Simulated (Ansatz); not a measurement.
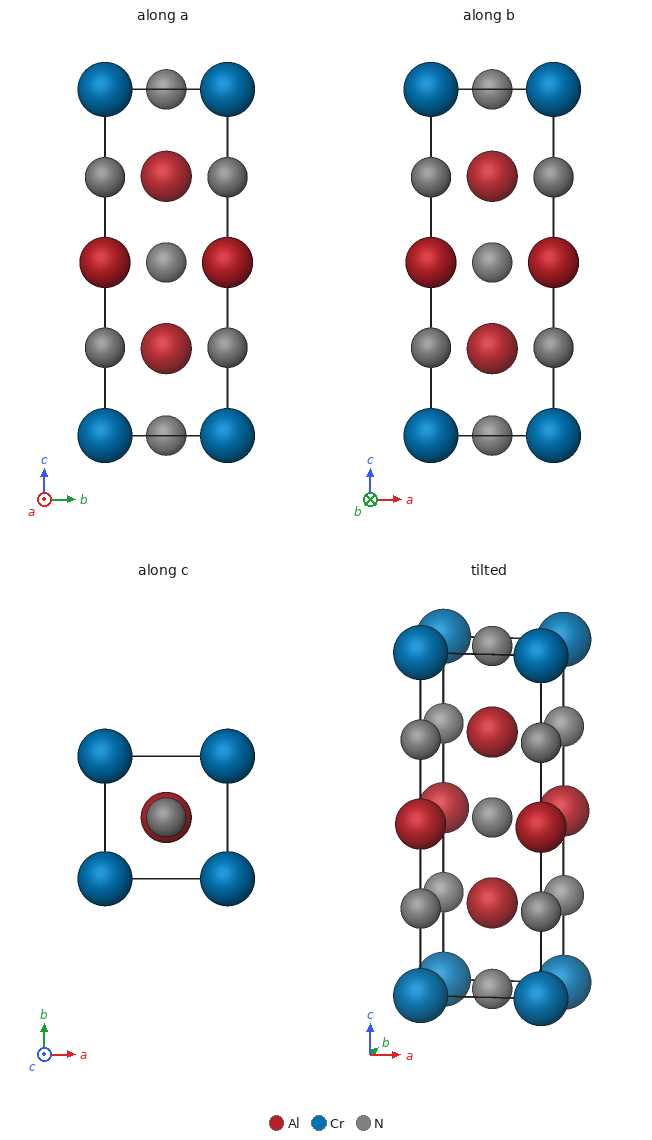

A spheres-only rendering, viewed along the a axis, along the b axis, along the c axis and slightly off an axis. Lines trace the edges of the conventional unit cell.

Lattice parameters: a = 2.902 Å, b = 2.902 Å, c = 8.196 Å, α = 90.00°, β = 90.00°, γ = 90.00°. Put a along x and b in the xy plane.

Question: Transcribe the picture into a POSCAR file, with free fractional coordinates to two decimals.

Answer:
```
Al Cr N
1.0
     2.902    0.000    0.000
     0.000    2.902    0.000
     0.000    0.000    8.196
Al Cr N
3 1 4
Direct
  0.50 0.50 0.25
  0.00 0.00 0.50
  0.50 0.50 0.75
  0.00 0.00 0.00
  0.00 0.00 0.25
  0.50 0.50 0.50
  0.00 0.00 0.75
  0.50 0.50 0.00
```

Source of the structure: a structure type filled with these elements by a generator (whether the compound takes this form wasn't checked). Earlier steps of the study, as a rule a relaxation of our own, may have changed the cell and positions, so they can lie some per cent off the listed ones. An electronic-structure calculation with Ansatz was run on it.
